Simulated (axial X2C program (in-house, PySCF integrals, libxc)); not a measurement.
**Relativistic diatomic calculation, with input and output: HfH⁻**

- system: HfH⁻, single determinant with Ω = 2. The distance is the PBE0 minimum at charge −1.
- method: expectation values, HF and Kohn-Sham, two-component X2C with atomic mean-field Coulomb and Gaunt terms, Hf dyall-acv3z, H dyall-av3z (cores contracted) (axial X2C program (in-house, PySCF integrals, libxc))

**Log**
```
two-component X2C + atomic mean field  PBE0
basis functions 220  fitting functions 1093  grid points 5073
iter        total energy     max residual
   1     -15076.982885366     9.98e-06
   2     -15076.982885387     1.40e-05
   3     -15076.982885399     6.36e-06
   4     -15076.982885413     8.20e-06
   5     -15076.982885449     2.67e-06
   6     -15076.982885451     1.52e-06
converged
one-electron -20734.68161630  Coulomb 5963.51095464  exact exchange -77.01782208  xc functional -236.11553141  nuclear repulsion 20.03194489  atomic mean-field constant -12.71081519
```

**Expectation values by level of theory**

| quantity | PBE0 | HF | B3LYP | BP86 | BHandHLYP |
| --- | --- | --- | --- | --- | --- |
| effective field for an electron dipole moment (GV/cm) | −3.90 | −31.2 | −2.40 | −3.22 | −4.66 |
| field gradient at the first nucleus (a.u.) | −4.18 | −3.81 | −3.91 | −3.57 | −4.64 |
| field gradient at the second nucleus (a.u.) | 0.0627 | 0.0783 | 0.0605 | 0.0580 | 0.0643 |
| A∥/gI, first nucleus (MHz) | 441 | −58.7 | 495 | 455 | 469 |
| A∥/gI, second nucleus (MHz) | 2.72 | 2.52 | 2.33 | 3.19 | 1.16 |

Each column comes from one determinant with 2 or more unpaired spinors, which can mix states, in a basis with contracted cores. The levels disagree widely: the effective field runs from −31.2 to −2.40 GV/cm and A∥/gI at the first nucleus runs from −58.7 to 495 MHz. They may not all have settled in the same state, and these values aren't reliable properties of the molecule.

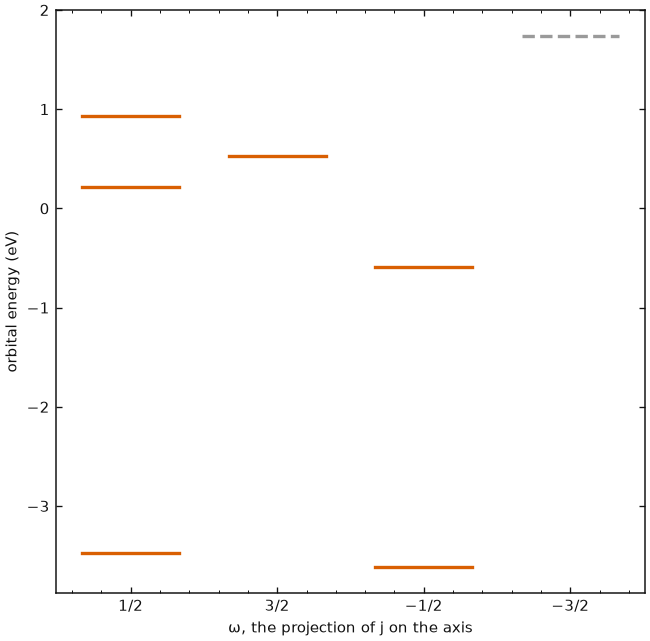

*Orbital energies (PBE0) near the frontier at 1.90 Å, filled (solid) and empty (dashed).*

The highest filled spinor (1/2; 70 % Hf d, 26 % Hf p) lies at 0.93 eV, the lowest empty one (−3/2; 100 % Hf p) at 1.74 eV. A filled level above zero is held only by the finite basis .

**Input**
```
{"zs": [72, 1], "q": -1, "bas": ["dyall-acv3z", "dyall-av3z"], "r0": 1.84, "levels": ["PBE0", "HF", "B3LYP", "BP86", "BHandHLYP"], "nst": 3}
```

The line is the task of a batch: nuclear charges, charge, bases, the levels to run, a first guess of the distance and further settings. This report covers the levels named above. The log is that of the reference distance, started from orbitals converged before.

Launched within a batch (the task file carries these settings):
```bash
python <driver script> task.json out
```

**Key numbers**

- outcome: converged; the levels of theory disagree widely; a filled level lies above zero
- hardware: 1 thread of Arm Neoverse V1, 112 GiB of memory available, shared host
- wall time: 8.9 s
- peak memory: 0.39 GiB

**Remarks**

The highest filled level (PBE0, up to 0.93 eV) lies above zero. That is common for anions, where the functional's self-interaction leaves the outer electrons unbound; only the finite basis holds them, so such levels depend on it.
